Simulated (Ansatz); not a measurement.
**Response to strain in TiO2**

Base system: TiO2 in the rutile structure (space group P4_2/mnm, No. 136).

```cif
data_O4Ti2
_chemical_formula_sum 'Ti2 O4'
_space_group_name_H-M_alt 'P42/mnm'
_space_group_IT_number 136
_space_group_name_Hall '-P 4n 2n'
_cell_length_a 4.59673
_cell_length_b 4.59673
_cell_length_c 2.95369
_cell_angle_alpha 90.000
_cell_angle_beta 90.000
_cell_angle_gamma 90.000
loop_
_atom_site_label
_atom_site_type_symbol
_atom_site_symmetry_multiplicity
_atom_site_Wyckoff_symbol
_atom_site_fract_x
_atom_site_fract_y
_atom_site_fract_z
_atom_site_occupancy
Ti1 Ti 2 a 0.00000 0.00000 0.00000 1
O1 O 4 f 0.30461 0.30461 0.00000 1
```

Strains are applied to the cell and any free atomic positions relax.

Level of theory: r2SCAN, PAW, 500 eV (Ansatz, an electronic-structure program; without spin-orbit coupling).

Notes on the quantities. energy relative to the base: free energy F.

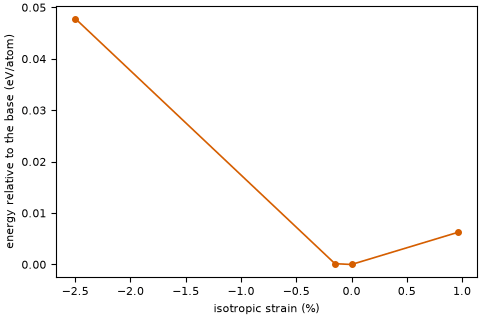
Fig. 1. Energy relative to the base against isotropic strain

| isotropic strain (%) | energy relative to the base |
|---|---|
| -2.5 | +48 meV/atom |
| -0.15 | +0.2 meV/atom |
| 0.96 | +6.2 meV/atom |

Stability against distortions was not tested. The final runs are not spin-polarised.
